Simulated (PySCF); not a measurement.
**PbH₃: structure of the doublet**

Aim: relax PbH₃ as a doublet from a PBE0 minimum start, check by its vibrations whether the end is a minimum, and collect its spectrum and constants.

Method: PBE0, basis Pb def2-TZVP with ECP60, H def2-TZVP, scalar-relativistic core potentials, no spin–orbit coupling, density fitting; program: PySCF 2.14.0.

### 1 The starting structure

4 atoms, charge 0, spin multiplicity 2.

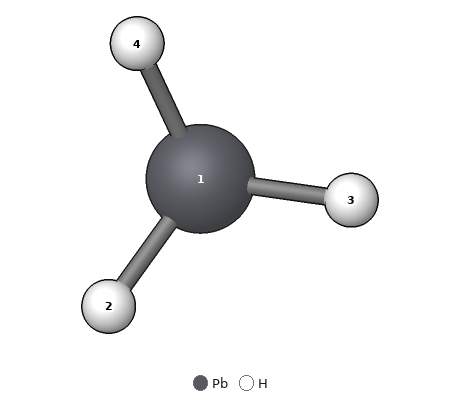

As it starts; lead dark grey, hydrogen white; atoms are numbered from 1 in the order of the file.

```xyz
4
charge 0 multiplicity 2
Pb    0.0000    0.0000   -0.0087
H     1.6706    0.0000    0.6013
H    -0.8353    1.4468    0.6013
H    -0.8353   -1.4468    0.6013
```

### 2 First SCF at the start

The steps below are one call of a driver around PySCF. For each, scf.py gives the equivalent set-up of the SCF; relaxations use the driver's own optimiser. After this first run the driver tries any further starts and a stability analysis.

scf.py reads:

```python
from pyscf import gto, scf, dft
mol = gto.M(atom='''
Pb    -0.000000     0.000000    -0.008742
H      1.670586     0.000002     0.601345
H     -0.835295     1.446769     0.601345
H     -0.835291    -1.446771     0.601345''',
    basis={'Pb': 'def2-TZVP', 'H': 'def2-TZVP'},
    ecp={'Pb': 'def2-TZVP'},
    charge=0, spin=1)
mf = dft.UKS(mol, xc='PBE0')
mf.grids.atom_grid = (50, 194)
aux = {'Pb': 'def2-universal-JKFIT', 'H': 'def2-universal-JKFIT'}
mf = mf.density_fit(auxbasis=aux)
mf.conv_tol = 1e-08
mf.diis_space = 10
mf.max_cycle = 60
mf.init_guess = 'minao'
mf.verbose = 4
mf.kernel()
```

Command:

```bash
$ OMP_NUM_THREADS=2 python axn.py task.json out
```

Standard output:

```text
init E= -162.366593873269
[... the frontier-level lines of each cycle are left out ...]
cycle= 1 E= -193.732210499141  delta_E= -31.4  |g|= 1.38  |ddm|= 7.46
cycle= 2 E= -193.532020363373  delta_E=  0.2  |g|= 1.74  |ddm|=  4.1
cycle= 3 E= -194.57945766202  delta_E= -1.05  |g|= 0.0606  |ddm|= 1.72
cycle= 4 E= -194.580739221258  delta_E= -0.00128  |g|= 0.0341  |ddm|= 0.0895
cycle= 5 E= -194.581056347124  delta_E= -0.000317  |g|= 0.00469  |ddm|= 0.0231
cycle= 6 E= -194.581070968085  delta_E= -1.46e-05  |g|= 0.0011  |ddm|= 0.00768
cycle= 7 E= -194.581073145297  delta_E= -2.18e-06  |g|= 0.000345  |ddm|= 0.00367
cycle= 8 E= -194.581073444977  delta_E= -3e-07  |g|= 6.1e-05  |ddm|= 0.00185
cycle= 9 E= -194.581073454789  delta_E= -9.81e-09  |g|= 1.27e-05  |ddm|= 0.000334
Extra cycle  E= -194.581073454983  delta_E= -1.94e-10  |g|= 8.15e-06  |ddm|= 3.15e-05
converged SCF energy = -194.581073454983  <S^2> = 0.75203038  2S+1 = 2.0020294
```

This step, with its further starts and checks, ran for 1.3 s (2 threads of AMD EPYC 9R45 (Zen 5), shared host).

No lower solution of this spin turned up in the test of internal stability.

### 3 Relaxation: PBE0 minimum start, doublet

The program finds C3v symmetry in the start, which this walk keeps.

scf.py, as its differences from that of step 2:

```diff
@@ -3 +3 @@
-Pb    -0.000000     0.000000    -0.008742
+Pb     0.000000     0.000000    -0.008742
@@ -17 +16,0 @@
-mf.init_guess = 'minao'
```

The optimiser's trace:

```
step  energy (Eh)  change (kJ/mol)  largest symmetric gradient (Eh/bohr)
   0  -194.581073             0.00                               0.00002
```

The walk took 0.6 s.

Positions (Å) and forces (eV/Å) along the way:

```
step 0
Pb   0.000   0.000  -0.009  -0.003   0.000   0.000
H    1.671   0.000   0.601   0.002   0.000   0.000
H   -0.835   1.447   0.601   0.000   0.000   0.000
H   -0.835  -1.447   0.601   0.000   0.000   0.000
```

After 0 steps and 0.0 kJ/mol it ends at C3v: Pb–H 1.779 Å (×3); H–Pb–H 108.9° (×3).

### 4 Vibrations and properties at this point

The point is checked on the finer grid, and tightened if its gradient asks for it. The Hessian and the dipole derivatives come from central differences of analytic gradients, with steps of 0.02 bohr.

scf.py, as its differences from that of step 3:

```diff
@@ -3 +3 @@
-Pb     0.000000     0.000000    -0.008742
+Pb     0.000000    -0.000000    -0.008742
@@ -11 +11 @@
-mf.grids.atom_grid = (50, 194)
+mf.grids.atom_grid = (75, 302)
@@ -14 +14 @@
-mf.conv_tol = 1e-08
+mf.conv_tol = 1e-10
```

This SCF starts from the last density.

SCF at the final geometry:

```text
init E= -194.581074806108
[... the frontier-level lines of each cycle are left out ...]
cycle= 1 E= -194.581074806108  delta_E= -1.71e-13  |g|= 4.53e-07  |ddm|= 1.01e-06
Extra cycle  E= -194.581074806108  delta_E= 2.84e-14  |g|= 4.81e-07  |ddm|= 9.22e-07
converged SCF energy = -194.581074806108  <S^2> = 0.75203096  2S+1 = 2.0020299
```

The whole step took 11 s.

Geometry: C3v; Pb–H 1.779 Å (×3); H–Pb–H 108.9° (×3).

Harmonic modes (main isotopes):

```tsv
symmetry	ω (cm⁻¹)	IR (km/mol)
e	620	125
a1	632	84.2
a1	1694	64.0
e	1775	609
```

All wavenumbers are real: a minimum.

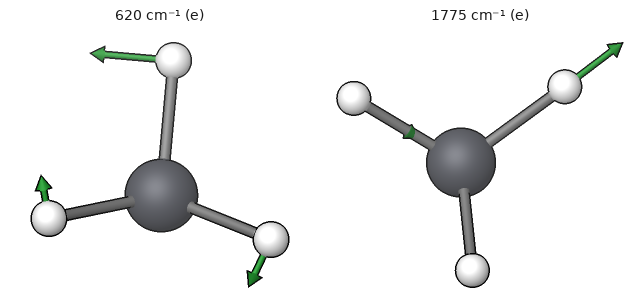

How the atoms move in 2 of the modes.

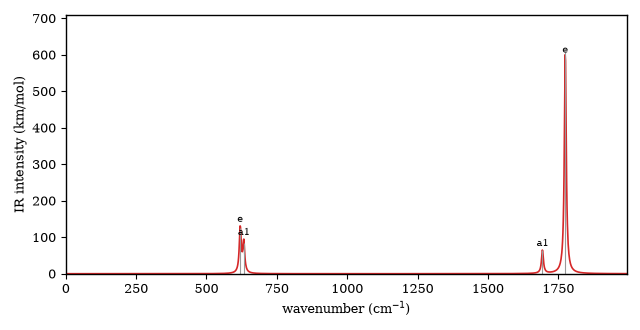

The harmonic infrared spectrum (widths in cm⁻¹). Lines are broadened to a width of 8 cm⁻¹ (Lorentzian).

Properties at this point:

```yaml
Dipole_moment: 0.53 D
Highest_occupied_level: -6.16 eV
Lowest_empty_level: -3.40 eV
Rotational_constants: 3.164, 3.164, 1.998 cm⁻¹
Zero-point_energy: 42.6 kJ/mol
Principal_polarisabilities: 39.1, 51.2, 51.2 bohr³
Atomisation_energy_without_zero-point_energy: 633 kJ/mol
Principal_traceless_quadrupole_moments_about_the_centre_of_mass: -0.49, -0.49, 0.98 D Å
Entropy_at_298.15_K_and_1_bar_electronic_part_spin_only: 248.7 J/(mol K)
Heat_capacity_Cp_at_298.15_K: 46.0 J/(mol K)
Enthalpy_at_298.15_K_above_0_K: 11.09 kJ/mol
Rotational_symmetry_number: 3
Spin_squared_⟨S²⟩: 0.752
```

Populations by atom (charges in e):

```
  atom  Mulliken  Löwdin  polar tensor  spin (Mulliken)  Mayer order to Pb1
   Pb1      0.16    0.14          0.82             0.72                   –
H2,3,4     -0.05   -0.05         -0.27             0.09                0.91
```

Mulliken populations on Pb1 (outside its core potential): s 3.64, p 8.15, d 10.04, f 0.02.

### 5 Results

| quantity | value |
| --- | --- |
| minimum | doublet, C3v |
| geometry | Pb–H 1.779 Å (×3); H–Pb–H 108.9° (×3) |
| wavenumbers (cm⁻¹) | 620 (e), 632 (a1), 1694 (a1), 1775 (e) |
| dipole moment | 0.53 D |
| highest occupied, lowest empty level (either spin) | -6.16, -3.40 eV |
| polar-tensor charge of Pb1 | +0.82 e |
| zero-point energy | 42.6 kJ/mol |
| entropy at 298.15 K | 248.7 J/(mol K) |
| atomisation energy (no zero-point energy) | 633 kJ/mol |
| ⟨S²⟩ | 0.752 |

**Reading.** The PBE0 minimum start keeps its C3v symmetry and ends in a minimum. The strongest infrared band lies at 1775 cm⁻¹ (e, stretch). Most of the spin sits on Pb1 (Mulliken spin 0.72, against 1 for the whole molecule). Only this shape and spin were tried, so other structures or states may lie lower. With an element this heavy the missing spin–orbit coupling can shift these numbers.

The search up to here took 13 s.
